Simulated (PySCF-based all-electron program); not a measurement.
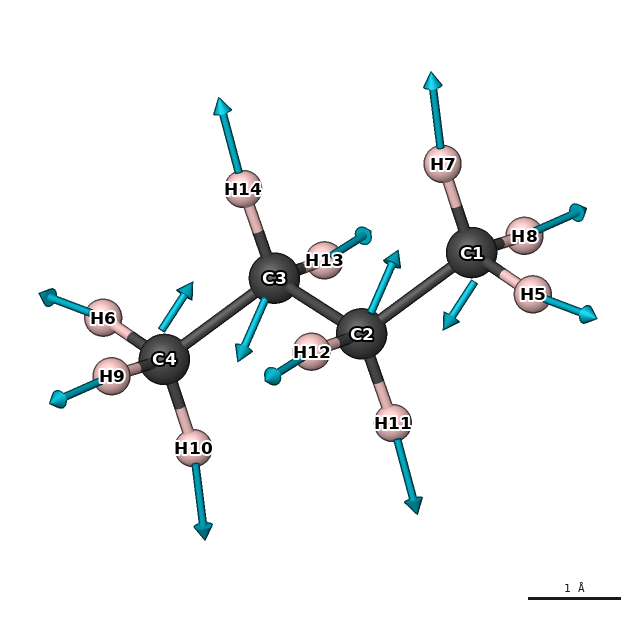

Arrows show the forces on the atoms, 5 Å of arrow for 1 eV/Å; forces under a tenth of the largest aren't drawn. Level of theory: PBE, all-electron, scalar-relativistic (spin-free Dirac), large uncontracted Gaussian sets (PySCF-based all-electron program).

List the force components in the frame of the picture (x right, y up, z towards the viewer), in eV/Å.

| atom | Fx | Fy | Fz |
| --- | --- | --- | --- |
| C1 | −0.07 | −0.11 | 0.02 |
| C2 | 0.06 | 0.14 | −0.04 |
| C3 | −0.06 | −0.14 | 0.04 |
| C4 | 0.07 | 0.11 | −0.02 |
| H5 | 0.12 | −0.04 | 0.11 |
| H6 | −0.12 | 0.04 | −0.11 |
| H7 | −0.02 | 0.17 | 0.06 |
| H8 | 0.11 | 0.05 | −0.13 |
| H9 | −0.11 | −0.05 | 0.13 |
| H10 | 0.02 | −0.17 | −0.06 |
| H11 | 0.04 | −0.17 | −0.04 |
| H12 | −0.08 | −0.05 | 0.15 |
| H13 | 0.08 | 0.05 | −0.15 |
| H14 | −0.04 | 0.17 | 0.04 |
